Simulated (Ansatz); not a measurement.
**TaN$_{2}$H$_{3}$F$_{2}$: molecular dynamics (part 2 of 2)**

The same run, continued: TaN$_{2}$H$_{3}$F$_{2}$, SMILES [NH]=[Ta]([NH2])([F])[F]; RKS PBE-d3bjatm/def2-SVP (Ansatz 0.2.0). The geometry comes from this level: PBE0-D4/def2-TZVP.

Trajectory as extended XYZ, continued
```
8
Properties=species:S:1:pos:R:3:forces:R:3 step=10 time_fs=10.0 energy=-10005.91602 temperature=294.1
N    -0.1074    1.5901    0.4124    0.4575   1.8681   0.7736
Ta   -0.3329    0.1608   -0.5350   -1.0789  -2.1919  -1.0243
N     0.6074   -1.1658    0.5754   -0.7155  -0.5686  -0.9505
F    -2.2194   -0.2004   -0.6739    0.3413   0.0220   0.1074
F     0.4126    0.2572   -2.2816    0.2519   0.1057  -0.2144
H     0.1903    2.5257    0.6369    0.0547   0.6694   0.4089
H     0.9996   -1.1686    1.4966    0.4508   0.2307   0.9087
H     0.3642   -2.1358    0.3260    0.2382  -0.1354  -0.0093
8
Properties=species:S:1:pos:R:3:forces:R:3 step=11 time_fs=11.0 energy=-10005.91245 temperature=291.2
N    -0.1098    1.5947    0.4214    0.5241   1.8620   0.5802
Ta   -0.3326    0.1599   -0.5358   -1.0379  -1.7530  -0.7498
N     0.6113   -1.1614    0.5790   -0.9222  -1.6858  -1.0001
F    -2.2229   -0.1983   -0.6736    0.4336   0.0229   0.1089
F     0.4126    0.2577   -2.2849    0.2214   0.0908  -0.1389
H     0.2049    2.5384    0.6347   -0.0826   0.2353   0.2998
H     0.9974   -1.1743    1.5103    0.3097   0.2096   0.6031
H     0.3438   -2.1602    0.3243    0.5540   1.0181   0.2968
8
Properties=species:S:1:pos:R:3:forces:R:3 step=12 time_fs=12.0 energy=-10005.88970 temperature=264.6
N    -0.1119    1.6005    0.4308    0.6024   1.8311   0.3605
Ta   -0.3324    0.1589   -0.5365   -0.9838  -1.2562  -0.4524
N     0.6146   -1.1582    0.5818   -0.8866  -2.2662  -0.6011
F    -2.2261   -0.1962   -0.6732    0.5205   0.0223   0.1092
F     0.4127    0.2584   -2.2882    0.1881   0.0734  -0.0596
H     0.2188    2.5534    0.6353   -0.2389  -0.2246   0.1896
H     0.9982   -1.1780    1.5298    0.0529   0.2061  -0.0019
H     0.3286   -2.1750    0.3254    0.7454   1.6141   0.4558
8
Properties=species:S:1:pos:R:3:forces:R:3 step=13 time_fs=13.0 energy=-10005.87925 temperature=252.5
N    -0.1136    1.6077    0.4405    0.6284   1.6017   0.0816
Ta   -0.3322    0.1579   -0.5373   -0.9154  -0.7144  -0.1366
N     0.6173   -1.1565    0.5842   -0.7290  -2.3287  -0.0765
F    -2.2291   -0.1941   -0.6728    0.6028   0.0199   0.1089
F     0.4129    0.2590   -2.2916    0.1522   0.0540   0.0238
H     0.2304    2.5663    0.6377   -0.3477  -0.5237   0.1175
H     0.9994   -1.1797    1.5493   -0.1832   0.2236  -0.5896
H     0.3206   -2.1742    0.3309    0.7918   1.6675   0.4710
8
Properties=species:S:1:pos:R:3:forces:R:3 step=14 time_fs=14.0 energy=-10005.89659 temperature=273.1
N    -0.1148    1.6159    0.4502    0.5676   1.1046  -0.2590
Ta   -0.3320    0.1568   -0.5381   -0.8337  -0.1498   0.1879
N     0.6194   -1.1564    0.5866   -0.5298  -1.8801   0.3405
F    -2.2317   -0.1919   -0.6723    0.6805   0.0161   0.1083
F     0.4132    0.2597   -2.2949    0.1141   0.0334   0.1109
H     0.2386    2.5741    0.6413   -0.3711  -0.5745   0.0971
H     0.9990   -1.1792    1.5631   -0.3110   0.2532  -0.9359
H     0.3202   -2.1575    0.3409    0.6833   1.1971   0.3503
8
Properties=species:S:1:pos:R:3:forces:R:3 step=15 time_fs=15.0 energy=-10005.91947 temperature=298.4
N    -0.1156    1.6249    0.4598    0.4168   0.3615  -0.6424
Ta   -0.3319    0.1557   -0.5389   -0.7427   0.4075   0.5062
N     0.6213   -1.1576    0.5892   -0.3066  -0.8976   0.5558
F    -2.2341   -0.1898   -0.6718    0.7522   0.0112   0.1075
F     0.4135    0.2604   -2.2982    0.0748   0.0125   0.2000
H     0.2433    2.5765    0.6458   -0.3014  -0.3758   0.1250
H     0.9955   -1.1763    1.5680   -0.3003   0.2867  -0.9469
H     0.3263   -2.1294    0.3543    0.4073   0.1941   0.0949
8
Properties=species:S:1:pos:R:3:forces:R:3 step=16 time_fs=16.0 energy=-10005.90338 temperature=277.3
N    -0.1162    1.6341    0.4689    0.2037  -0.5256  -1.0347
Ta   -0.3319    0.1547   -0.5396   -0.6489   0.9246   0.8008
N     0.6229   -1.1595    0.5922   -0.0969   0.4673   0.5166
F    -2.2360   -0.1876   -0.6712    0.8154   0.0059   0.1064
F     0.4138    0.2611   -2.3014    0.0356  -0.0077   0.2881
H     0.2451    2.5753    0.6515   -0.1624  -0.0043   0.1846
H     0.9892   -1.1707    1.5638   -0.1554   0.3183  -0.6118
H     0.3363   -2.0994    0.3685    0.0089  -1.1786  -0.2500
8
Properties=species:S:1:pos:R:3:forces:R:3 step=17 time_fs=17.0 energy=-10005.84959 temperature=213.9
N    -0.1166    1.6430    0.4773   -0.0097  -1.3722  -1.3896
Ta   -0.3319    0.1537   -0.5403   -0.5583   1.3736   1.0574
N     0.6244   -1.1610    0.5955   -0.0582   1.5822   0.1362
F    -2.2375   -0.1855   -0.6705    0.8663   0.0003   0.1043
F     0.4142    0.2618   -2.3045   -0.0016  -0.0267   0.3707
H     0.2453    2.5740    0.6590   -0.0133   0.3799   0.2457
H     0.9814   -1.1621    1.5537    0.0867   0.3407  -0.0035
H     0.3464   -2.0807    0.3804   -0.3118  -2.2779  -0.5211
8
Properties=species:S:1:pos:R:3:forces:R:3 step=18 time_fs=18.0 energy=-10005.82331 temperature=181.3
N    -0.1170    1.6509    0.4847   -0.1423  -1.9579  -1.6571
Ta   -0.3319    0.1527   -0.5410   -0.4752   1.7387   1.2667
N     0.6259   -1.1614    0.5990   -0.3541   1.6106  -0.5732
F    -2.2386   -0.1833   -0.6698    0.9006  -0.0059   0.1008
F     0.4146    0.2625   -2.3074   -0.0349  -0.0441   0.4434
H     0.2454    2.5763    0.6688    0.0662   0.5740   0.2693
H     0.9744   -1.1502    1.5437    0.3368   0.3426   0.6606
H     0.3535   -2.0837    0.3873   -0.2971  -2.2582  -0.5105
8
Properties=species:S:1:pos:R:3:forces:R:3 step=19 time_fs=19.0 energy=-10005.83971 temperature=197.5
N    -0.1175    1.6575    0.4910   -0.1436  -2.1535  -1.8065
Ta   -0.3319    0.1519   -0.5415   -0.4026   2.0194   1.4242
N     0.6271   -1.1607    0.6020   -0.8257   0.5711  -1.2447
F    -2.2392   -0.1812   -0.6691    0.9167  -0.0133   0.0956
F     0.4150    0.2631   -2.3100   -0.0631  -0.0596   0.5037
H     0.2462    2.5842    0.6812    0.0258   0.4563   0.2291
H     0.9706   -1.1350    1.5399    0.4621   0.3104   1.0244
H     0.3577   -2.1084    0.3892    0.0302  -1.1309  -0.2260
8
Properties=species:S:1:pos:R:3:forces:R:3 step=20 time_fs=20.0 energy=-10005.84504 temperature=202.8
N    -0.1181    1.6626    0.4960   -0.0360  -2.0231  -1.8478
Ta   -0.3320    0.1511   -0.5421   -0.3413   2.2273   1.5311
N     0.6278   -1.1596    0.6042   -1.1144  -0.6848  -1.4078
F    -2.2394   -0.1791   -0.6683    0.9161  -0.0216   0.0891
F     0.4153    0.2638   -2.3124   -0.0864  -0.0727   0.5519
H     0.2472    2.5964    0.6958   -0.1122   0.0865   0.1321
H     0.9713   -1.1168    1.5460    0.3762   0.2349   0.8323
H     0.3623   -2.1439    0.3891    0.3980   0.2534   0.1189
8
Properties=species:S:1:pos:R:3:forces:R:3 step=21 time_fs=21.0 energy=-10005.81634 temperature=168.3
N    -0.1188    1.6663    0.4998    0.1050  -1.7653  -1.8251
Ta   -0.3320    0.1505   -0.5425   -0.2891   2.3793   1.5953
N     0.6277   -1.1590    0.6054   -1.0942  -1.5336  -1.0189
F    -2.2391   -0.1769   -0.6674    0.9016  -0.0308   0.0817
F     0.4156    0.2644   -2.3145   -0.1058  -0.0833   0.5901
H     0.2471    2.6094    0.7116   -0.2739  -0.3479   0.0137
H     0.9755   -1.0964    1.5600    0.1292   0.1212   0.1975
H     0.3706   -2.1770    0.3900    0.6271   1.2605   0.3656
8
Properties=species:S:1:pos:R:3:forces:R:3 step=22 time_fs=22.0 energy=-10005.78044 temperature=125.4
N    -0.1193    1.6688    0.5023    0.2075  -1.5726  -1.7885
Ta   -0.3321    0.1500   -0.5428   -0.2413   2.4889   1.6278
N     0.6269   -1.1595    0.6059   -0.8824  -1.8404  -0.4052
F    -2.2383   -0.1748   -0.6666    0.8761  -0.0408   0.0737
F     0.4158    0.2649   -2.3163   -0.1221  -0.0910   0.6206
H     0.2444    2.6191    0.7276   -0.3890  -0.6668  -0.0854
H     0.9810   -1.0748    1.5759   -0.1425  -0.0064  -0.5184
H     0.3850   -2.1981    0.3945    0.6937   1.7292   0.4755
8
Properties=species:S:1:pos:R:3:forces:R:3 step=23 time_fs=23.0 energy=-10005.77691 temperature=121.8
N    -0.1198    1.6702    0.5036    0.2331  -1.5548  -1.7744
Ta   -0.3322    0.1497   -0.5431   -0.1940   2.5615   1.6372
N     0.6254   -1.1612    0.6061   -0.6215  -1.6434   0.1235
F    -2.2371   -0.1727   -0.6656    0.8416  -0.0515   0.0653
F     0.4160    0.2654   -2.3178   -0.1360  -0.0959   0.6449
H     0.2380    2.6225    0.7428   -0.4204  -0.7688  -0.1357
H     0.9851   -1.0533    1.5868   -0.3296  -0.1135  -1.0178
H     0.4060   -2.2025    0.4035    0.6269   1.6664   0.4569
8
Properties=species:S:1:pos:R:3:forces:R:3 step=24 time_fs=24.0 energy=-10005.81668 temperature=170.1
N    -0.1200    1.6705    0.5036    0.1766  -1.7391  -1.7997
Ta   -0.3324    0.1494   -0.5432   -0.1456   2.5931   1.6261
N     0.6235   -1.1640    0.6065   -0.3917  -0.9544   0.4235
F    -2.2355   -0.1707   -0.6647    0.7990  -0.0624   0.0567
F     0.4161    0.2659   -2.3190   -0.1477  -0.0975   0.6639
H     0.2275    2.6184    0.7566   -0.3631  -0.6296  -0.1214
H     0.9861   -1.0328    1.5880   -0.3837  -0.1691  -1.1675
H     0.4330   -2.1911    0.4169    0.4563   1.0589   0.3184
8
Properties=species:S:1:pos:R:3:forces:R:3 step=25 time_fs=25.0 energy=-10005.86441 temperature=227.5
N    -0.1202    1.6697    0.5025    0.0607  -2.0774  -1.8596
Ta   -0.3325    0.1493   -0.5433   -0.0977   2.5725   1.5909
N     0.6214   -1.1675    0.6071   -0.2462   0.1969   0.4466
F    -2.2335   -0.1686   -0.6637    0.7478  -0.0730   0.0480
F     0.4161    0.2663   -2.3198   -0.1569  -0.0955   0.6770
H     0.2136    2.6084    0.7693   -0.2391  -0.2932  -0.0438
H     0.9834   -1.0140    1.5781   -0.2929  -0.1491  -0.9355
H     0.4644   -2.1695    0.4333    0.2243  -0.0812   0.0764
8
Properties=species:S:1:pos:R:3:forces:R:3 step=26 time_fs=26.0 energy=-10005.87684 temperature=245.2
N    -0.1203    1.6674    0.5000   -0.0645  -2.4366  -1.9202
Ta   -0.3326    0.1494   -0.5433   -0.0539   2.4860   1.5238
N     0.6191   -1.1709    0.6080   -0.2610   1.4892   0.1547
F    -2.2310   -0.1666   -0.6627    0.6860  -0.0832   0.0389
F     0.4161    0.2666   -2.3203   -0.1625  -0.0897   0.6820
H     0.1974    2.5955    0.7816   -0.0973   0.1175   0.0705
H     0.9779   -0.9966    1.5592   -0.0690  -0.0424  -0.3539
H     0.4979   -2.1486    0.4505    0.0222  -1.4407  -0.1958
8
Properties=species:S:1:pos:R:3:forces:R:3 step=27 time_fs=27.0 energy=-10005.87407 temperature=247.0
N    -0.1204    1.6634    0.4962   -0.1325  -2.6132  -1.9155
Ta   -0.3327    0.1496   -0.5432   -0.0178   2.3239   1.4150
N     0.6166   -1.1732    0.6090   -0.4825   2.1208  -0.4407
F    -2.2283   -0.1647   -0.6617    0.6103  -0.0936   0.0294
F     0.4159    0.2670   -2.3204   -0.1631  -0.0804   0.6757
H     0.1803    2.5838    0.7946   -0.0034   0.4129   0.1643
H     0.9718   -0.9796    1.5368    0.2312   0.1269   0.4232
H     0.5316   -2.1416    0.4658   -0.0421  -2.1973  -0.3514
8
Properties=species:S:1:pos:R:3:forces:R:3 step=28 time_fs=28.0 energy=-10005.91125 temperature=293.1
N    -0.1207    1.6576    0.4911   -0.0970  -2.4317  -1.7742
Ta   -0.3329    0.1499   -0.5431    0.0072   2.0841   1.2555
N     0.6138   -1.1741    0.6097   -0.7574   1.5048  -1.0770
F    -2.2252   -0.1628   -0.6606    0.5183  -0.1050   0.0195
F     0.4157    0.2672   -2.3202   -0.1574  -0.0680   0.6552
H     0.1631    2.5760    0.8091   -0.0031   0.4301   0.1740
H     0.9678   -0.9614    1.5186    0.4769   0.2718   1.0488
H     0.5649   -2.1556    0.4777    0.0126  -1.6860  -0.3017
8
Properties=species:S:1:pos:R:3:forces:R:3 step=29 time_fs=29.0 energy=-10005.97118 temperature=365.5
N    -0.1210    1.6502    0.4848    0.0301  -1.8788  -1.4717
Ta   -0.3330    0.1503   -0.5428    0.0201   1.7701   1.0417
N     0.6104   -1.1740    0.6097   -0.7902   0.1699  -1.2694
F    -2.2219   -0.1609   -0.6596    0.4107  -0.1175   0.0094
F     0.4154    0.2675   -2.3197   -0.1456  -0.0526   0.6207
H     0.1459    2.5723    0.8253   -0.0844   0.1605   0.0771
H     0.9684   -0.9406    1.5104    0.5129   0.2733   1.1294
H     0.5984   -2.1857    0.4868    0.0464  -0.3250  -0.1371
8
Properties=species:S:1:pos:R:3:forces:R:3 step=30 time_fs=30.0 energy=-10005.99965 temperature=401.6
N    -0.1213    1.6414    0.4775    0.1890  -1.1152  -1.0539
Ta   -0.3331    0.1508   -0.5425    0.0235   1.3898   0.7795
N     0.6065   -1.1737    0.6088   -0.4845  -0.9516  -0.8286
F    -2.2183   -0.1591   -0.6585    0.2914  -0.1304  -0.0005
F     0.4151    0.2677   -2.3188   -0.1289  -0.0345   0.5752
H     0.1279    2.5702    0.8423   -0.1884  -0.2409  -0.0850
H     0.9739   -0.9172    1.5130    0.3064   0.0926   0.6082
H     0.6323   -2.2189    0.4945   -0.0086   0.9901   0.0050
```

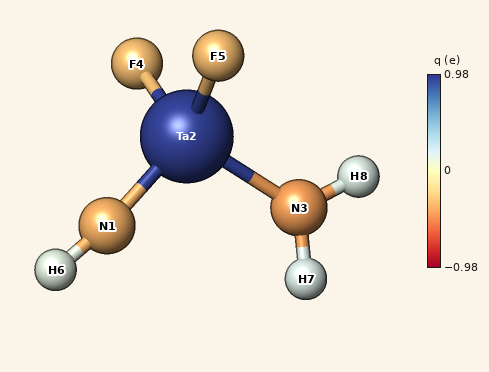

Mulliken charges, as the colour of each atom (ball-and-stick view, seen at a tilt; atoms are numbered from 1 in the order of the input). By element: N −0.42 to −0.36, Ta +0.93, F −0.31 to −0.30 and H +0.13 to +0.16 e.

The run was set up as follows.

The input
```yaml
crystal:
  periodic: [false, false, false]
  atoms:
    - {symbol: N, position_ang: [-0.060015, 1.646238, 0.372148]}
    - {symbol: Ta, position_ang: [-0.338797, 0.161809, -0.531935]}
    - {symbol: N, position_ang: [0.566869, -1.209971, 0.544467]}
    - {symbol: F, position_ang: [-2.184050, -0.221383, -0.674617]}
    - {symbol: F, position_ang: [0.421391, 0.254850, -2.259805]}
    - {symbol: H, position_ang: [0.031165, 2.554165, 0.794712]}
    - {symbol: H, position_ang: [1.063243, -1.053878, 1.407202]}
    - {symbol: H, position_ang: [0.592296, -2.188930, 0.291929]}
basis:
  gaussian: {orbitals: def2-SVP}
hamiltonian: {xc: {name: PBE}, dispersion: d3bjatm}
md: {timestep: 1 fs, n_steps: 30, ensemble: nve, temperature: 500, initial_velocities: maxwell_boltzmann, seed: 754}
```

Command:
```bash
ansatz run in.yaml --threads 4 --pin off --events-out ev --progress --plain --max-ram 10444MiB
```

Summary

- outcome: finished
- mean temperature over the second half: 234 K
- trajectory: 30 steps, 30 fs
- ensemble: nve
- temperature in the input: 500 K
- time step: 1 fs
- potential energy (last step): −10005.9997 eV
- mean-field energy (last step): −10005.8593 eV
- dispersion energy (last step): −0.1404 eV
- SCF solution under orbital rotations (last step): stable
- largest force (length of the vector) (last step): 1.594 eV/Å
- dipole moment (last step): 2.73 D
- hardware: 4 threads of Arm Neoverse V1, 23 GiB of memory available, shared host
- wall time: 33 s (CPU time 2 min)
- peak memory: 0.41 GiB

So short a trajectory is not equilibrated.
